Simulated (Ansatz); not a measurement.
A series of calculations on BH₂OClF₂

## 1. Relaxation

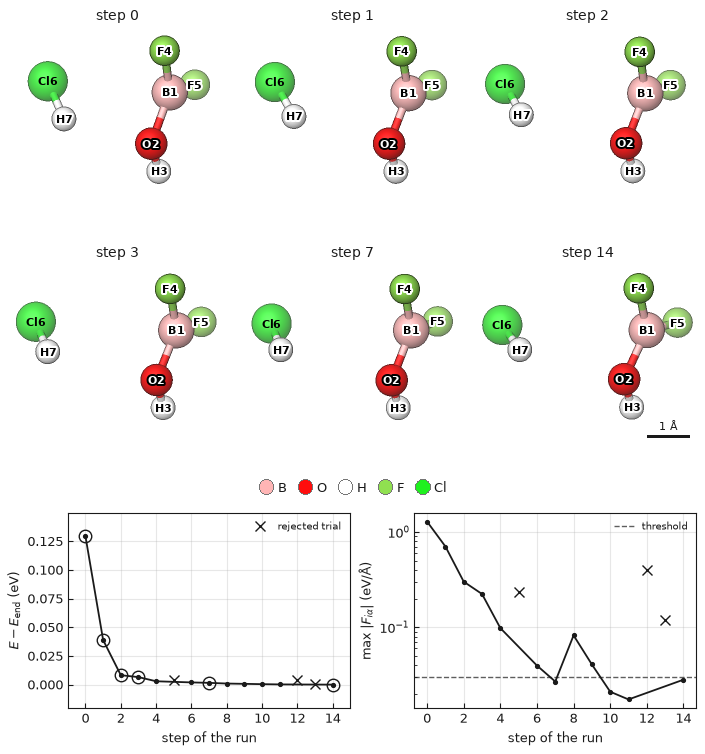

Frames of a relaxation of BH$_{2}$OClF$_{2}$, marked on the history of the run. Style: ball-and-stick. Shown face on.

The run prepares an end point of a later path (reaction) calculation, from a guessed geometry.

Method: Ansatz 0.2.0, RHF/def2-SVP. Settings: no spin polarisation; force threshold 0.03 eV/Å; at most 50 steps.

Describe the path.

Answer. After 11 accepted moves (14 points after the start) the energy has fallen by 0.129 eV. Largest force component: 1.3 eV/Å at the start, 0.028 eV/Å at the end. The line search rejected the trial steps at points 5, 12, 13 of the run. The forces were under the threshold at step 7, but the run went on from there. The largest move after the best rigid fit is that of Cl6, 0.41 Å. By element the largest moves are Cl 0.41 Å, H 0.39 Å, F 0.32 Å, B 0.17 Å, O 0.11 Å. Among the contacts that change: Cl6–H7 1.322 → 1.274 Å, B1–O2 1.370 → 1.336 Å. The run took 20 s on 1 thread of Arm Neoverse V2, on a shared host, peak memory 0.15 GiB. From step 0 to 1: Cl6 moves most (0.19 Å), energy −0.090 eV. From step 1 to 2: H7 moves most (0.19 Å), energy −0.031 eV. From step 2 to 3: H7 moves most (0.09 Å), energy −0.002 eV. From step 3 to 7: H7 moves most (0.08 Å), energy −0.005 eV. From step 7 to 14: F5 moves most (0.13 Å), energy −0.002 eV.

Limits of the set-up: the start holds two separate molecules, 2.2 Å apart at their closest, whose relative position is a soft coordinate and is computed without a dispersion correction; Hartree-Fock leaves out electron correlation.

## 2. Relaxation

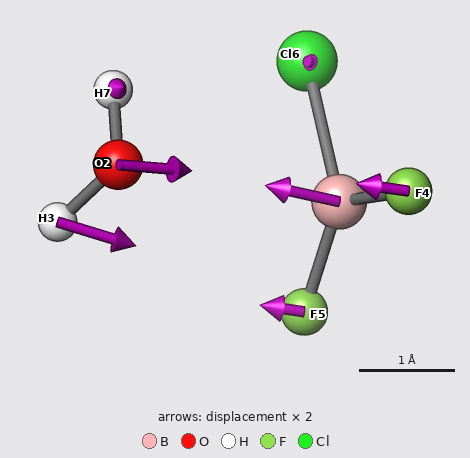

This is a relaxation of BH$_{2}$OClF$_{2}$. The starting structure is drawn; purple arrows show the displacements, magnified 2 times. The two geometries are superimposed by the best rigid fit.

Style: ball-and-stick. Shown at a tilt.

The run prepares an end point of a later path (reaction) calculation, from a guessed geometry.

Method: RHF/def2-SVP in Ansatz 0.2.0.

Input file:
```yaml
crystal:
  periodic: [false, false, false]
  atoms:
    - { symbol: B, position_ang: [0.054424, 0.497659, -0.442924] }
    - { symbol: O, position_ang: [-0.057629, -0.136708, 2.077215] }
    - { symbol: H, position_ang: [-0.942836, -0.367814, 2.32136] }
    - { symbol: F, position_ang: [1.158108, -0.106806, -0.740398] }
    - { symbol: F, position_ang: [-1.096778, -0.053173, -0.667483] }
    - { symbol: Cl, position_ang: [0.110182, 2.236491, 0.099644] }
    - { symbol: H, position_ang: [0.014729, 0.815052, 2.247087] }
basis:
  gaussian: { orbitals: def2-SVP }
hamiltonian:
  xc: hf
relax:
  f_tol: 0.03
  max_steps: 50
```

Run as
```bash
ansatz run input.yaml --threads 1 --pin off --max-ram 2048MiB --backend cpu --events-out ev --progress --plain --runs-dir out
```

### What happened in the run?

The energy falls by 5.00 kcal/mol in 12 accepted moves (15 points after the start). Largest force component: 1.3 eV/Å at the start, 0.021 eV/Å at the end. The line search rejected the trial steps at points 2, 10, 11 of the run. The atom that moves furthest after the best rigid fit is O2 (0.45 Å). By element the largest moves are O 0.45 Å, H 0.44 Å, B 0.42 Å, F 0.29 Å, Cl 0.08 Å. Near-neighbour distances that change, for instance: B1–O2 2.601 → 1.736 Å, B1–F5 1.296 → 1.337 Å, B1–F4 1.293 → 1.324 Å, O2–H7 0.970 → 0.951 Å. Bond angles that change, for instance: F4–B1–F5 121.3° → 116.6°, H3–O2–H7 105.3° → 109.1°, F4–B1–Cl6 119.2° → 115.6°.

Limits of the set-up: the start holds two separate molecules, 2.6 Å apart at their closest, whose relative position is a soft coordinate and is computed without a dispersion correction; Hartree-Fock leaves out electron correlation.

## 3. Path

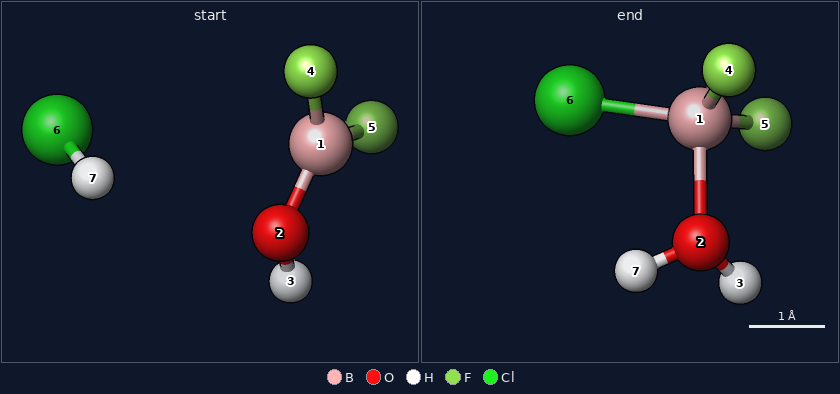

The two relaxed end points of a path for BH2OClF2, made up at the start of BHOF2 and HCl. Style: ball-and-stick. Shown at a tilt.

Level of theory: Ansatz 0.2.0, RHF/def2-SVP.

Settings: 7 movable images; climbing image; force threshold 0.03 eV/Å; iteration limit 60.

Start:
```xyz
7

B    -0.0992   -0.4088    0.0480
O    -0.1615   -0.4075    1.3823
H    -1.0286   -0.5385    1.7360
F     1.0492   -0.2294   -0.5449
F    -1.1657   -0.6009   -0.6925
Cl    0.0228    3.0076    1.1789
H     0.6232    2.0621    1.7867
```

End:
```xyz
7

B    -0.0242    0.4641   -0.0311
O     0.0184    0.0133    1.6452
H    -0.7758   -0.4419    1.9032
F     1.0938   -0.0614   -0.5088
F    -1.1673   -0.1249   -0.3963
Cl   -0.0650    2.2873    0.0508
H     0.1604    0.7481    2.2315
```

What barrier does the band find between them, and by what path?

The highest point, image 5, lies 1.59 eV above the start and 1.13 eV above the end; the end is at +0.47 eV relative to the start. Breaking: Cl6–H7 (1.27 → 1.62 at the top → 2.68 Å). Forming: B1–Cl6 (3.60 → 2.37 at the top → 1.83 Å), O2–H7 (2.62 → 1.15 at the top → 0.95 Å). The band is converged. At the top, the vibrational analysis gives one imaginary mode (1335i cm⁻¹), as a transition state must have.

Energies of the converged images:

```json
{"image": "0", "path (Å)": "0.00", "E (eV)": "0.000"}
{"image": "1", "path (Å)": "0.37", "E (eV)": "0.011"}
{"image": "2", "path (Å)": "0.74", "E (eV)": "0.064"}
{"image": "3", "path (Å)": "1.11", "E (eV)": "0.239"}
{"image": "4", "path (Å)": "1.47", "E (eV)": "0.822"}
{"image": "5", "path (Å)": "1.84", "E (eV)": "1.595"}
{"image": "6", "path (Å)": "2.20", "E (eV)": "1.097"}
{"image": "7", "path (Å)": "2.55", "E (eV)": "0.585"}
{"image": "8", "path (Å)": "2.90", "E (eV)": "0.467"}
```

The geometry at the top of the path:

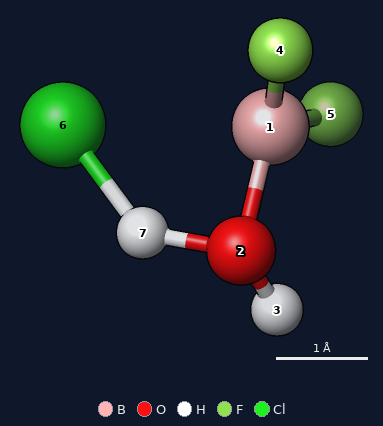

Limits of the set-up: the start holds two separate molecules, 2.6 Å apart at their closest, whose relative position is a soft coordinate and is computed without a dispersion correction; Hartree-Fock leaves out electron correlation.
